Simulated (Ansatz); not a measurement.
# ZrTi3N4: a trial structure relaxed, part 2 of 2

Aim: relax a trial structure of ZrTi3N4 and see where it ends, then test the end with a random kick.

Ansatz 0.2.0; DFT PBE, scalar-relativistic, plane waves, PAW.

## Step 7: Kicked and relaxed without symmetry

Atoms are moved at random (σ = 0.15 Å a coordinate) and the cell is strained at random (σ = 1.5 % a component).

input.yaml

```yaml
crystal:
  lattice:
    - [4.2571242981, -0.0186571744, 0.0056048198]
    - [-0.0186571744, 4.3474209307, 0.0364949997]
    - [0.0056048198, 0.0364949997, 4.3191120684]
  atoms:
    - { symbol: Zr, position: [-0.0081894979, -0.0248719459, 0.0381487712] }
    - { symbol: Ti, position: [0.5313416021, 0.4739978618, -0.0611700867] }
    - { symbol: Ti, position: [0.0109208432, 0.5652149219, 0.5301387555] }
    - { symbol: Ti, position: [0.5182857146, 0.0207478993, 0.4820986176] }
    - { symbol: "N", position: [-0.0252924353, -0.0420446173, 0.4986334739] }
    - { symbol: "N", position: [0.526424645, -0.0037062827, -0.0257194793] }
    - { symbol: "N", position: [-0.0040763699, 0.4879663586, 0.0076064543] }
    - { symbol: "N", position: [0.4505854982, 0.5226958044, 0.5302634935] }
basis:
  ecutwfc: 420
kpoints:
  mp_grid: { grid: [6, 6, 6] }
hamiltonian:
  xc: pbe
scf:
  occupations: { method: gaussian, width: 0.2 }
  lower_state_search: "off"
output:
  forces: true
  stress: true
  eigenvalues: true
relax:
  adjacent_minimum: "off"
  f_tol: 0.025
  max_steps: 60
  cell: { stress_tol: 0.25 }
```

Started as:

```bash
> ansatz run input.yaml --threads 4 --pin off --max-ram 8192MiB --backend cpu --events-out ev --progress --plain --runs-dir out
```

What it wrote:

```text
Warning: RAYON_NUM_THREADS=4 ignored (pool sized by the plan → 4); use --threads N
Engine: ansatz 0.2.0, aarch64-unknown-linux-gnu
Pseudopotentials: kind: paw
Pseudopotential: Zr, paw, valence charge 12, recommended cutoff 420 eV (normal), Zr.paw.azcp
Pseudopotential: Ti, paw, valence charge 12, recommended cutoff 420 eV (normal), Ti.paw.azcp
Pseudopotential: N, paw, valence charge 5, recommended cutoff 420 eV (normal), N.paw.azcp
Functional definition: PBE
  parameter kappa = 0.804
  parameter beta = 0.06672455060314922
  exchange = pbe_x(kappa = kappa, mu = beta*pi^2/3)
  correlation = pbe_c(beta = beta)
Crystal: 8 atoms, lattice volume = 79.929 Å³
Basis set: ecut = 420 eV, 1557 PW (Γ), exchange–correlation on 60×60×60 points (8 copies of the dense FFT grid, shifted against one another)
Bands: 42, of which v1, the nominal top of the filled ones, is band 34 counted from 1 (33 counted from 0)
Symmetry: 1 space group operations
Space group: P1 (ITA 1), of the structure as read, at distance tolerance 4.3e-5 Å
k-points: 112 of 216 (time reversal used)
Non-local potential: Zr, projectors of the file, l = 0: 3, l = 1: 2, l = 2: 2, l = 3: 2
Non-local potential: Ti, projectors of the file, l = 0: 3, l = 1: 2, l = 2: 3, l = 3: 1
Non-local potential: N, projectors of the file, l = 0: 2, l = 1: 2, l = 2: 1
PAW form: soft (Blöchl's): semilocal exchange-correlation on the pseudo side does not see the compensation charge
PAW one-centre angular grid: Zr, 590 points (default); XC on 64 Gauss nodes
PAW one-centre angular grid: Ti, 590 points (default); XC on 64 Gauss nodes
PAW one-centre angular grid: N, 110 points (default); XC on 64 Gauss nodes
Initial density: superposition of atomic densities (neutral atoms: chi_scale 0, normalization atom), corrected by the library's trained network
Initial wavefunctions: pseudopotential atomic-orbital guess
Functional: x = pbe(κ = 0.804, μ = 0.2195149727645171), c = pbe(β = 0.06672455060314922)
SCF iter   1: F=—  HF=-13228.615715 eV  |F-HF|=—  |Δ(HF+E_count)|=         —  Δρ=6.91e-3  dr2=4.36e-2  ethr=1.77e-3  ⟨swp⟩=4.2  Hψ=17887  notcnv=0
preconditioner: auto → Kerker (q_TF=auto, 2.656 Å⁻¹)  [metal: Δε(μ)=0.008 eV  Ē_g=8.526 eV  σ=0.200 eV  W_gap=0.02  n_scr=26 (ndim 8)  ℏωp=24.9 eV  f_vac=0.000  D(μ)=3.96/eV (n_scr^D=32)]
SCF iter   2: F=—  HF=-13228.610853 eV  |F-HF|=—  |Δ(HF+E_count)|=   4.86e-3  Δρ=3.19e-3  dr2=1.02e-2  ethr=6.41e-5  ⟨swp⟩=1.0  Hψ=5600  notcnv=0
SCF iter   3: F=—  HF=-13228.609906 eV  |F-HF|=—  |Δ(HF+E_count)|=   9.48e-4  Δρ=7.51e-4  dr2=6.89e-4  ethr=1.50e-5  ⟨swp⟩=1.9  Hψ=5118  notcnv=0
SCF iter   4: F=—  HF=-13228.609810 eV  |F-HF|=—  |Δ(HF+E_count)|=   9.59e-5  Δρ=2.02e-4  dr2=4.19e-5  ethr=1.01e-6  ⟨swp⟩=2.2  Hψ=6271  notcnv=0
SCF iter   5: F=—  HF=-13228.609924 eV  |F-HF|=—  |Δ(HF+E_count)|=   1.14e-4  Δρ=5.16e-5  dr2=2.11e-6  ethr=6.16e-8  ⟨swp⟩=2.5  Hψ=8244  notcnv=0
SCF iter   6: F=—  HF=-13228.609924 eV  |F-HF|=—  |Δ(HF+E_count)|=   7.38e-8  Δρ=1.26e-5  dr2=1.39e-7  ethr=3.10e-9  ⟨swp⟩=2.0  Hψ=6621  notcnv=0
SCF iter   7: F=-13228.609924 eV  HF=-13228.609924 eV  |F-HF|=5.42e-9  |Δ(HF+E_count)|=  3.69e-10  Δρ=3.40e-6  dr2=1.27e-8  ethr=1.47e-10  ⟨swp⟩=9.3  Hψ=16970  notcnv=0
SCF 1 converged in 7 iterations: F = -13228.609924 eV  dr2 = 1.27e-8
relax step   1: F+E_penalty+E_count = -13228.60992384 eV  Δ(F+E_penalty+E_count) = +0.000e0 eV  max|allowed force component| = 7.265e0 eV/Å  Δτ_max = 0.0000 Å  P = +33.272 GPa  Ω = 79.929 Å³  (7 SCF iters, dr2 threshold 1.00e-7 eV, accepted)
Crystal: 8 atoms, lattice volume = 84.887 Å³
Basis set: ecut = 420 eV, 1703 PW (Γ), exchange–correlation on 60×60×60 points (8 copies of the dense FFT grid, shifted against one another)
Initial density: handed on by an earlier stage of this run
Initial wavefunctions: those handed on with the density
iter 1 solved again at ethr=1.76e-3 eV; its pass at ethr=3.10e-3 eV (dr2=1.20e0 eV) is discarded
SCF iter   1: F=—  HF=-13231.123782 eV  |F-HF|=—  |Δ(HF+E_count)|=         —  Δρ=3.69e-2  dr2=1.20e0  ethr=1.76e-3  ⟨swp⟩=1.0  Hψ=27529  notcnv=0
preconditioner: auto → Kerker (q_TF=auto, 2.629 Å⁻¹)  [metal: Δε(μ)=0.001 eV  Ē_g=8.105 eV  σ=0.200 eV  W_gap=0.00  n_scr=26 (ndim 8)  ℏωp=24.2 eV  f_vac=0.000  D(μ)=4.44/eV (n_scr^D=32)]
SCF iter   2: F=—  HF=-13230.923835 eV  |F-HF|=—  |Δ(HF+E_count)|=   2.00e-1  Δρ=1.66e-2  dr2=2.86e-1  ethr=1.76e-3  ⟨swp⟩=2.0  Hψ=6978  notcnv=0
SCF iter   3: F=—  HF=-13230.862088 eV  |F-HF|=—  |Δ(HF+E_count)|=   6.17e-2  Δρ=3.78e-3  dr2=2.56e-2  ethr=4.20e-4  ⟨swp⟩=2.0  Hψ=6310  notcnv=0  defer=1
SCF iter   4: F=—  HF=-13230.855239 eV  |F-HF|=—  |Δ(HF+E_count)|=   6.85e-3  Δρ=9.61e-4  dr2=1.29e-3  ethr=3.76e-5  ⟨swp⟩=2.0  Hψ=6487  notcnv=0  defer=3
SCF iter   5: F=—  HF=-13230.854976 eV  |F-HF|=—  |Δ(HF+E_count)|=   2.63e-4  Δρ=2.55e-4  dr2=6.76e-5  ethr=1.90e-6  ⟨swp⟩=2.0  Hψ=6330  notcnv=0  defer=3
SCF iter   6: F=—  HF=-13230.854619 eV  |F-HF|=—  |Δ(HF+E_count)|=   3.57e-4  Δρ=7.72e-5  dr2=5.26e-6  ethr=9.95e-8  ⟨swp⟩=2.3  Hψ=7656  notcnv=0  defer=3
SCF iter   7: F=-13230.854619 eV  HF=-13230.854619 eV  |F-HF|=1.13e-7  |Δ(HF+E_count)|=   1.43e-7  Δρ=1.74e-5  dr2=3.14e-7  ethr=1.18e-9  ⟨swp⟩=8.6  Hψ=21951  notcnv=0
SCF 2 converged in 7 iterations: F = -13230.854619 eV  dr2 = 3.14e-7
relax step   2: F+E_penalty+E_count = -13230.85461891 eV  Δ(F+E_penalty+E_count) = -2.245e0 eV  max|allowed force component| = 3.418e0 eV/Å  Δτ_max = 0.1977 Å  P = +4.081 GPa  Ω = 84.887 Å³  energy of the carried Pulay correction = -1.432e-2 eV  (7 SCF iters, dr2 threshold 8.00e-7 eV, accepted)
Crystal: 8 atoms, lattice volume = 81.387 Å³
Basis set: ecut = 420 eV, 1575 PW (Γ), exchange–correlation on 60×60×60 points (8 copies of the dense FFT grid, shifted against one another)
iter 1 solved again at ethr=1.10e-3 eV; its pass at ethr=3.10e-3 eV (dr2=7.47e-1 eV) is discarded
SCF iter   1: F=—  HF=-13232.219131 eV  |F-HF|=—  |Δ(HF+E_count)|=         —  Δρ=2.73e-2  dr2=7.46e-1  ethr=1.10e-3  ⟨swp⟩=1.0  Hψ=27768  notcnv=0
preconditioner: auto → Kerker (q_TF=auto, 2.648 Å⁻¹)  [metal: Δε(μ)=0.009 eV  Ē_g=8.456 eV  σ=0.200 eV  W_gap=0.03  n_scr=26 (ndim 8)  ℏωp=24.7 eV  f_vac=0.000  D(μ)=4.00/eV (n_scr^D=32)]
SCF iter   2: F=—  HF=-13232.080530 eV  |F-HF|=—  |Δ(HF+E_count)|=   1.39e-1  Δρ=1.39e-2  dr2=2.23e-1  ethr=1.10e-3  ⟨swp⟩=2.1  Hψ=6046  notcnv=0
SCF iter   3: F=—  HF=-13232.012415 eV  |F-HF|=—  |Δ(HF+E_count)|=   6.81e-2  Δρ=3.48e-3  dr2=1.73e-2  ethr=3.27e-4  ⟨swp⟩=2.0  Hψ=6432  notcnv=0
SCF iter   4: F=—  HF=-13232.007265 eV  |F-HF|=—  |Δ(HF+E_count)|=   5.15e-3  Δρ=8.94e-4  dr2=8.80e-4  ethr=2.55e-5  ⟨swp⟩=2.0  Hψ=6482  notcnv=0
SCF iter   5: F=—  HF=-13232.007129 eV  |F-HF|=—  |Δ(HF+E_count)|=   1.36e-4  Δρ=2.26e-4  dr2=4.70e-5  ethr=1.29e-6  ⟨swp⟩=2.0  Hψ=6291  notcnv=0
SCF iter   6: F=—  HF=-13232.006506 eV  |F-HF|=—  |Δ(HF+E_count)|=   6.23e-4  Δρ=7.56e-5  dr2=4.81e-6  ethr=6.92e-8  ⟨swp⟩=2.0  Hψ=8117  notcnv=0
SCF iter   7: F=-13232.006505 eV  HF=-13232.006505 eV  |F-HF|=2.90e-7  |Δ(HF+E_count)|=   6.02e-7  Δρ=1.98e-5  dr2=4.44e-7  ethr=1.18e-9  ⟨swp⟩=8.7  Hψ=22248  notcnv=0
SCF 3 converged in 7 iterations: F = -13232.006505 eV  dr2 = 4.44e-7
relax step   3: F+E_penalty+E_count = -13232.00650467 eV  Δ(F+E_penalty+E_count) = -1.152e0 eV  max|allowed force component| = 9.114e-1 eV/Å  Δτ_max = 0.2000 Å  P = +5.131 GPa  Ω = 81.387 Å³  energy of the carried Pulay correction = -4.305e-3 eV  (7 SCF iters, dr2 threshold 8.00e-7 eV, accepted)
[... 11 lines left out ...]
relax step   4: F+E_penalty+E_count = -13232.09528430 eV  Δ(F+E_penalty+E_count) = -8.878e-2 eV  max|allowed force component| = 1.327e-2 eV/Å  Δτ_max = 0.0685 Å  P = -1.041 GPa  Ω = 83.030 Å³  energy of the carried Pulay correction = -9.058e-3 eV  (6 SCF iters, dr2 threshold 8.00e-7 eV, accepted)
[... 13 lines left out ...]
relax step   5: F+E_penalty+E_count = -13232.09645574 eV  Δ(F+E_penalty+E_count) = -1.171e-3 eV  max|allowed force component| = 2.898e-3 eV/Å  Δτ_max = 0.0018 Å  P = -0.118 GPa  Ω = 82.741 Å³  energy of the carried Pulay correction = -8.231e-3 eV  (6 SCF iters, dr2 threshold 8.00e-7 eV, accepted)
[... 13 lines left out ...]
relax step   6: F+E_penalty+E_count = -13232.09736196 eV  Δ(F+E_penalty+E_count) = -9.062e-4 eV  max|allowed force component| = 9.549e-4 eV/Å  Δτ_max = 0.0002 Å  P = -0.001 GPa  Ω = 82.706 Å³  energy of the carried Pulay correction = -8.129e-3 eV  (6 SCF iters, dr2 threshold 8.00e-7 eV, accepted)
Initial wavefunctions: pseudopotential atomic-orbital guess (no wavefunctions were taken with the density)
iter 1 solved again at ethr=1.60e-8 eV; its pass at ethr=3.10e-3 eV (dr2=1.09e-5 eV) is discarded
SCF iter   1: F=—  HF=-13232.107924 eV  |F-HF|=—  |Δ(HF+E_count)|=         —  Δρ=3.23e-4  dr2=1.03e-5  ethr=1.60e-8  ⟨swp⟩=4.4  Hψ=32252  notcnv=0
preconditioner: auto → Kerker (q_TF=auto, 2.641 Å⁻¹)  [metal: Δε(μ)=0.089 eV  Ē_g=8.183 eV  σ=0.200 eV  W_gap=0.24  n_scr=26 (ndim 8)  ℏωp=24.5 eV  f_vac=0.000  D(μ)=4.49/eV (n_scr^D=32)]
SCF iter   2: F=—  HF=-13232.107377 eV  |F-HF|=—  |Δ(HF+E_count)|=   5.47e-4  Δρ=1.60e-4  dr2=1.63e-6  ethr=1.51e-8  ⟨swp⟩=2.0  Hψ=8528  notcnv=0
SCF iter   3: F=—  HF=-13232.107406 eV  |F-HF|=—  |Δ(HF+E_count)|=   2.91e-5  Δρ=3.84e-5  dr2=1.20e-7  ethr=2.39e-9  ⟨swp⟩=2.0  Hψ=6619  notcnv=0
iter 4 did not close the SCF: its close was put off for the readings that it lacked (scf_convergence_deferred on its scf_iter line)
SCF iter   4: F=-13232.107408 eV  HF=-13232.107408 eV  |F-HF|=3.51e-9  |Δ(HF+E_count)|=   1.68e-6  Δρ=2.06e-6  dr2=8.19e-10  ethr=1.76e-10  ⟨swp⟩=2.0  Hψ=6739  notcnv=0
iter 5 did not close the SCF: its close was put off for the readings that it lacked (scf_convergence_deferred on its scf_iter line)
SCF iter   5: F=-13232.107408 eV  HF=-13232.107408 eV  |F-HF|=2.66e-10  |Δ(HF+E_count)|=   3.41e-9  Δρ=6.49e-7  dr2=1.64e-10  ethr=1.20e-12  ⟨swp⟩=2.7  Hψ=8508  notcnv=0
SCF iter   6: F=-13232.107408 eV  HF=-13232.107408 eV  |F-HF|=1.82e-12  |Δ(HF+E_count)|=  3.11e-10  Δρ=1.08e-7  dr2=7.27e-12  ethr=1.00e-12  ⟨swp⟩=2.5  Hψ=12697  notcnv=0
SCF 7 converged in 6 iterations: F = -13232.107408 eV  dr2 = 7.27e-12
relax step   7: F+E_penalty+E_count = -13232.10740769 eV  Δ(F+E_penalty+E_count) = -1.005e-2 eV  max|allowed force component| = 9.536e-4 eV/Å  Δτ_max = 0.0000 Å  P = +0.170 GPa  Ω = 82.706 Å³  stress off target by 2.48e-1 GPa  SCF on the basis re-selected at this cell (its energy is not comparable with the rows above)  (6 SCF iters)
basis re-selected at this cell: Δ(F+E_penalty+E_count) = -1.005e-2 eV, ΔP = +0.171 GPa vs the last step (what re-selecting the basis moved, of the pressure what is left beyond the Pulay correction that the steps carried, after the strain that the cell walked since its last selection, with what the two solves' SCF thresholds leave and, on support functions, any second-order correction that the steps lacked; it is no measure of the basis error at this ecutwfc). This SCF's stress stands 2.48e-1 GPa from its target on what of the cell is left free (relax.cell.stress_tol is 2.50e-1 GPa) and its largest allowed force component is 9.54e-4 eV/Å (relax.f_tol is 2.50e-2 eV/Å): within both
SCF converged after 6 iterations
Free energy (F): -13232.107408 eV
Harris-Foulkes:  -13232.107408 eV  (|F-HF|=1.82e-12)
Internal energy: -13232.017568 eV  (E = F + TS)
E sigma→0 (E₀):  -13232.062488 eV
Entropy (-TS):   -0.089840 eV (-11.230 meV/atom)
Fermi energy:    16.856351 eV
--- Per-component energies (eV) ---
  E_band       = -319.898749
  E_kinetic    = 1685.483425
  E_local      = -3062.314863  (includes V_loc(G=0)·N_el)
  E_nonlocal   = 277.513960
  E_hartree    = 1158.746182
  E_xc         = -703.139373
  E_vxc        = -874.306776  (∫ρ·V_xc dr)
  E_paw        = -6602.207508  (= ΣΔE_a)
  E_vpaw       = -663.767590  (= ΣTr[D̂ρ^β])
  E_aug_tail   = 0.000694  (compensation charges beyond the density's cutoff)
  E_ewald      = -5986.100084
  E_smearing   = -0.089840  (= −TS)
  E_closure    = 0.000000  (closes the sum)
  Σ components = -13232.107408   (vs F -13232.107408, Δ=0.00e0)
--- Forces (eV/Å), atoms counted from 1 ---
  atom   1  Zr     0.00023093    -0.00029987     0.00073408
  atom   2  Ti     0.00044221    -0.00021314     0.00057276
  atom   3  Ti     0.00087466     0.00020731     0.00038563
  atom   4  Ti     0.00012028    -0.00026126    -0.00027706
  atom   5  N     -0.00050513     0.00049508    -0.00018713
  atom   6  N     -0.00005910    -0.00021927    -0.00065708
  atom   7  N     -0.00015028    -0.00007192     0.00014764
  atom   8  N     -0.00095357     0.00036307    -0.00071885
  max |Σ_I F_I| component: 4.26e-9 eV/Å
--- Stress (GPa, compression-positive) ---
        0.241198       0.024543      -0.004386
        0.024543       0.118518      -0.050424
       -0.004386      -0.050424       0.150855
  P = ⅓ Tr σ = 0.1702 GPa (1.702 kbar)
--- Band table (eV; the first three rows and the last of 112) ---
  k-point 0: bands = ["-40.9706", "-40.9021", "-40.9021", "-32.0457", "-17.3821", "-17.3818", "-17.3817", "-17.1925", "-17.1923", "-17.1922", "-17.0912", "-17.0911", "-17.0910", "-10.3292", "-10.3290", "-10.3288", "0.2253", "1.1769", "1.1771", "1.6261", "11.5250", "11.5257", "11.5281", "13.5186", "13.5206", "13.5211", "13.8810", "13.8814", "13.8816", "14.1278", "14.1298", "14.1309", "14.7681", "14.7699", "14.7707", "16.3769", "16.3801", "16.3815", "17.5583", "17.5602", "18.3719", "18.8746"]
  k-point 1: bands = ["-40.9665", "-40.9061", "-40.9021", "-32.0456", "-17.3703", "-17.3700", "-17.3652", "-17.1961", "-17.1959", "-17.1959", "-17.1135", "-17.0985", "-17.0984", "-10.3648", "-10.3308", "-10.3306", "0.4013", "1.2641", "1.3089", "1.6980", "11.2636", "11.4992", "11.5018", "12.8159", "12.8175", "12.9537", "13.3799", "13.6106", "13.8432", "13.8449", "14.0142", "14.4279", "14.4294", "15.1180", "15.1189", "16.1654", "16.9175", "16.9198", "17.6194", "18.4196", "18.5081", "18.9680"]
  k-point 2: bands = ["-40.9559", "-40.9165", "-40.9020", "-32.0454", "-17.3421", "-17.3418", "-17.3177", "-17.2086", "-17.2084", "-17.2035", "-17.1722", "-17.1126", "-17.1125", "-10.4350", "-10.3342", "-10.3339", "0.8072", "1.4471", "1.4574", "1.9544", "10.8580", "11.4421", "11.4445", "11.8800", "12.0380", "12.2520", "12.2542", "12.2828", "13.7299", "13.7315", "14.0107", "14.0124", "14.3943", "15.6284", "16.4995", "16.4999", "17.7602", "17.8340", "17.8355", "18.4227", "18.6864", "18.6869"]
  k-point 111: bands = ["-40.9243", "-40.9243", "-40.9242", "-32.0423", "-17.5287", "-17.3929", "-17.3929", "-17.3927", "-17.0904", "-17.0901", "-17.0785", "-17.0784", "-17.0783", "-10.4094", "-10.4089", "-10.4088", "2.4141", "2.6795", "2.6802", "2.6810", "8.9515", "8.9518", "8.9519", "9.5740", "11.0116", "11.0118", "11.6714", "11.6722", "11.6728", "11.7043", "11.7060", "11.7078", "18.3848", "18.3867", "18.3874", "18.4025", "18.4039", "18.7284", "18.7301", "18.7317", "18.9877", "20.8469"]
--- Relaxed structure (6 steps of the walk, 6 accepted, 1 SCFs on fresh bases) ---
  F+E_penalty+E_count = -13232.10740769 eV   max|allowed force component| = 9.536e-4 eV/Å   (the final SCF, on the basis selected at the relaxed cell)
  cell:  # Å, volume = 82.7059 Å³
    - [4.35614452149855, -0.0003797785693225241, 6.823228205285557e-5]
    - [-0.000382462591556236, 4.357471469615814, 0.0007816004862275794]
    - [6.809807779660244e-5, 0.0007792426937168334, 4.357122133533507]
  atoms:
    - { symbol: Zr, position: [-2.4284679356932596e-6, 4.398990308110627e-6, -8.185189914557927e-6] }
    - { symbol: Ti, position: [0.49999287592762975, 0.5000060147338258, -1.0789583911727707e-5] }
    - { symbol: Ti, position: [-1.80979853327643e-5, 0.4999937820325371, 0.4999909230711676] }
    - { symbol: Ti, position: [0.5000012235067806, 4.49972902513102e-6, 0.5000085043618198] }
    - { symbol: N, position: [1.0320755343809208e-5, -1.2369732905673735e-5, 0.49999730415075333] }
    - { symbol: N, position: [0.49999858381425105, 7.794148195421717e-6, 1.5781867807740653e-5] }
    - { symbol: N, position: [-2.8734210846394525e-7, 0.500003521339495, -7.93060875362398e-6] }
    - { symbol: N, position: [0.5000178097913717, 0.4999923588595194, 0.5000143919310318] }
```

It took 83 s on 4 threads of Arm Neoverse V1, shared host; peak memory 0.62 GiB.

The steps of the relaxation:

| step | energy from step 1 (eV/cell) | largest force component (eV/Å) | pressure (GPa) | volume (Å³) |
| --- | --- | --- | --- | --- |
| 1 | 0.0000 | 7.2651 | 33.27 | 79.93 |
| 2 | -2.2447 | 3.4182 | 4.08 | 84.89 |
| 3 | -3.3966 | 0.9114 | 5.13 | 81.39 |
| 4 | -3.4854 | 0.0133 | -1.04 | 83.03 |
| 5 | -3.4865 | 0.0029 | -0.12 | 82.74 |
| 6 | -3.4874 | 0.0010 | 0.00 | 82.71 |
| 7 | -3.4975 | 0.0010 | 0.17 | 82.71 |

Step 1 is the start. Step 7 repeats the geometry before it on a plane-wave basis chosen anew for that cell, so its energy need not be comparable with the rows above.

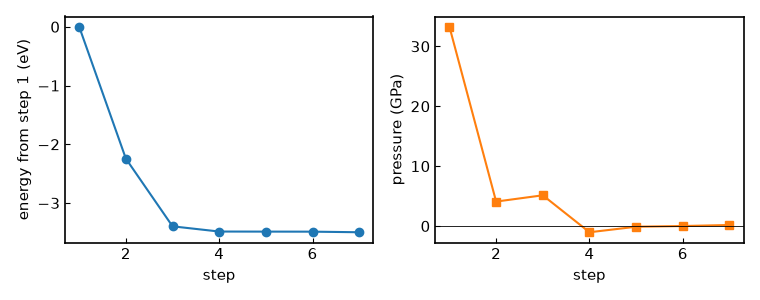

Energy and pressure along the relaxation.

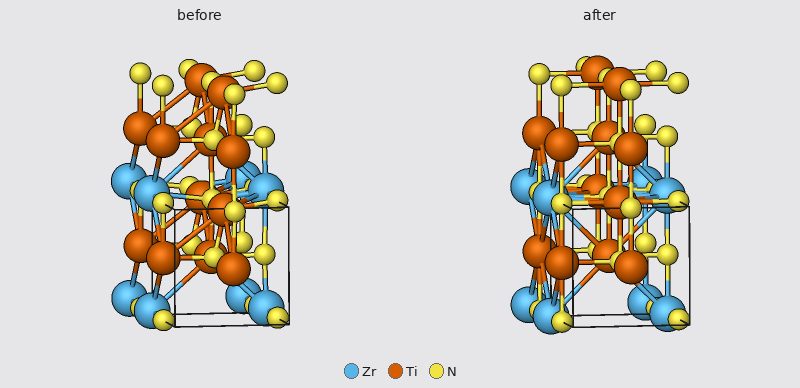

The structure before (left) and after (right) the relaxation, drawn at the same scale.

|  | before | after | change |
| --- | --- | --- | --- |
| a (Å) | 4.257 | 4.356 | +2.3 % |
| b (Å) | 4.348 | 4.357 | +0.2 % |
| c (Å) | 4.319 | 4.357 | +0.9 % |
| α (°) | 89.04 | 89.98 | +1.1 % |
| β (°) | 89.85 | 90.00 | +0.2 % |
| γ (°) | 90.50 | 90.01 | -0.5 % |
| volume (Å³/atom) | 9.99 | 10.34 | +3.5 % |
| shortest distance (Å) | 1.719 | 2.178 | +26.7 % |
| space group (0.01 Å) | P1 | Pm-3m | changed |

Against the unmoved cell on the same mesh the energy changed by 0.0 meV/atom and the volume by +0.0 %. At a tolerance of 0.1 Å, which suits this loose relaxation, its space group is Pm-3m.

## Step 8: Outcome

What follows sums up all 2 parts.

| quantity | value |
| --- | --- |
| symmetry at the end (tolerance 0.05 Å) | space group Pm-3m (No. 221) |
| conventional cell | a = 4.356 Å, b = 4.356 Å, c = 4.356 Å, α = 90.00°, β = 90.00°, γ = 90.00° |
| volume | 10.33 Å³/atom |
| energy over the elements (uncorrected; H, N, O, F and Cl as molecules) | -1.65 eV/atom |
| gap on the mesh | none (metal) |

What this shows: The space group Pm-3m (No. 221) is kept, at nearly the size of the first guess. It lies below the elements, which doesn't yet make it stable: competing phases were not computed in this session. The kicked cell came back to the same energy, so the end is stable against the distortions that fit this cell and this draw; modes that don't fit the cell aren't tested. Other magnetic orders were not searched.
